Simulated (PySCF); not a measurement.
# InF (SMILES [F][In]) at PBE0/def2-TZVPP (core potential)

Aim: the vertical singlet–triplet gap of InF at PBE0/def2-TZVPP (core potential), from 2 runs. Input form: a Python script.

The results are computed with PySCF 2.14.0.

4 further runs of the same task are left out: 4 set aside as unsound or not needed.

### Step 1. The system as given

The species is InF (2 atoms), meant as a singlet with charge 0. SMILES: `[F][In]`. The coordinates come from a PBE0-D4/def2-TZVP relaxation.

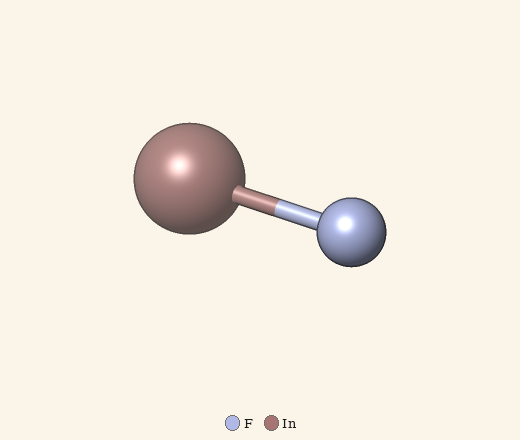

Viewed from a chosen angle; fluorine light blue, indium brown.

### Step 2. A single-point energy at PBE0/def2-TZVPP (core potential)

The input, input.py:

```python
from pyscf import gto, dft

mol = gto.Mole()
mol.atom = '''
F      0.000000     0.000000     0.015910
In     0.000000     0.000000     2.009580
'''
mol.max_memory = 1860
mol.basis = 'def2-tzvpp'
mol.spin = 0
mol.verbose = 3
mol.ecp = {'In': 'def2-svp'}
mol.build()

calc0 = dft.RKS(mol)
calc0.xc = 'pbe0'
calc0.conv_tol = 1e-10
calc0.grids.level = 5
calc0.kernel()
if not calc0.converged:
    calc0 = calc0.newton().run(calc0.mo_coeff, calc0.mo_occ)

etot = calc0.e_tot
print('Final energy', etot)
```

Run with:

```bash
$ OMP_NUM_THREADS=1 python input.py
```

Output:

```text
converged SCF energy = -289.989060667694
Final energy -289.9890606676941
```

Run time: 6.6 s. Hardware: 1 thread of Arm Neoverse V1, shared host; peak memory 0.37 GiB.

### Step 3. The triplet, same level

The input, mol.xyz:

```xyz
2

F      0.000000     0.000000     0.015910
In     0.000000     0.000000     2.009580
```

The input, input.py:

```python
from pyscf import gto, dft

system = gto.M(
    atom='mol.xyz',
    basis='def2-tzvpp',
    ecp={'In': 'def2-svp'},
    max_memory=1860,
    spin=2,
    verbose=4,
)

mf = dft.UKS(system)
mf.xc = 'pbe0'
mf.conv_tol = 1e-10
mf.grids.level = 5
mf.kernel()
if not mf.converged:
    mf = mf.newton().run(mf.mo_coeff, mf.mo_occ)

energy = mf.e_tot
print(f'total energy: {energy:.8f} hartree')
```

Run with:

```bash
$ OMP_NUM_THREADS=1 python input.py
```

Output:

```text
PySCF version 2.14.0

[INPUT] num. atoms = 2
[INPUT] num. electrons = 30
[INPUT] charge = 0
[INPUT] spin (= nelec alpha-beta = 2S) = 2
[INPUT] symmetry False subgroup None
[INPUT] Mole.unit = angstrom
[INPUT] Symbol           X                Y                Z      unit          X                Y                Z       unit  Magmom
[INPUT]  1 F      0.000000000000   0.000000000000   0.015910000000 AA    0.000000000000   0.000000000000   0.030065542642 Bohr   0.0
[INPUT]  2 In     0.000000000000   0.000000000000   2.009580000000 AA    0.000000000000   0.000000000000   3.797555825403 Bohr   0.0

nuclear repulsion = 50.1660218912257
number of shells = 27
number of NR pGTOs = 137
number of NR cGTOs = 81
basis = def2-tzvpp
ecp = {'In': 'def2-svp'}

[... 35 lines left out ...]
[... the frontier-level lines of each cycle are left out ...]
[... 11 lines left out ...]
[... 11 lines left out ...]
[... 11 lines left out ...]
[... 11 lines left out ...]
[... 5 lines left out ...]

cycle= 10 E= -289.8523622137  delta_E= -9.02e-09  |g|= 1.4e-05  |ddm|= 0.000301


cycle= 11 E= -289.852362213883  delta_E= -1.83e-10  |g|= 4.23e-06  |ddm|= 2.99e-05


cycle= 12 E= -289.852362213897  delta_E= -1.41e-11  |g|= 5.02e-07  |ddm|= 6.57e-06


Extra cycle  E= -289.852362213899  delta_E= -1.36e-12  |g|= 1.76e-07  |ddm|= 7.8e-07
converged SCF energy = -289.852362213899  <S^2> = 2.0044431  2S+1 = 3.0029606
total energy: -289.85236221 hartree
```

Run time: 12 s. Hardware: 1 thread of Arm Neoverse V1, shared host; peak memory 0.39 GiB.

### Step 4. Results

Level: PBE0/def2-TZVPP (core potential).

```
                                        quantity          value
                           singlet: total energy  -289.98906 Eh
                          singlet: dipole moment         3.20 D
                            singlet: HOMO energy       -7.52 eV
                            singlet: LUMO energy       -1.57 eV
                          singlet: HOMO–LUMO gap        5.95 eV
                           triplet: total energy  -289.85236 Eh
                          triplet: dipole moment         2.86 D
     triplet: HOMO energy (highest over α and β)       -4.15 eV
                                   triplet: ⟨S²⟩          2.004
vertical energy of the triplet above the singlet       3.720 eV
```

In words: At this shape the triplet lies 3.72 eV (359 kJ/mol) above the singlet.
